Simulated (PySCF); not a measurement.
SMILES CB([SiH2][Ge]([Cl])([Cl])[Cl])C (C2H8BCl3GeSi), singlet at its GFN2-xTB optimised geometry (Å):

```
16

Ge     1.8993     0.2272    -2.4458
Cl     0.8780     1.9530    -3.3300
Cl     3.8989     0.3652    -3.2902
Cl     1.0115    -1.4358    -3.5621
Si     1.5045     0.0427     0.0000
B     -0.4586     0.0427     0.0000
C     -1.2175    -1.3100    -0.2402
C     -1.2204     1.4146     0.0000
H      2.2964    -1.1524     0.3314
H      2.2963     1.1734     0.5099
H     -0.8441    -2.1383     0.3602
H     -2.2964    -1.2595    -0.1140
H     -1.0339    -1.6021    -1.2785
H     -2.2964     1.3419     0.1400
H     -1.0611     1.8666    -0.9837
H     -0.8326     2.1383     0.7152
```

Calculation: PBE0/def2-TZVP in PySCF. Cells within 0.4 Å of a nucleus heavier than hydrogen are left out (blank, or x).

Map of the electron localisation function on the plane z = 0.0 Å:

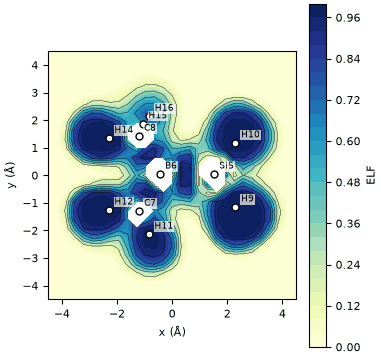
Fig. 1. Electron localisation function on the plane z = 0.0 Å.
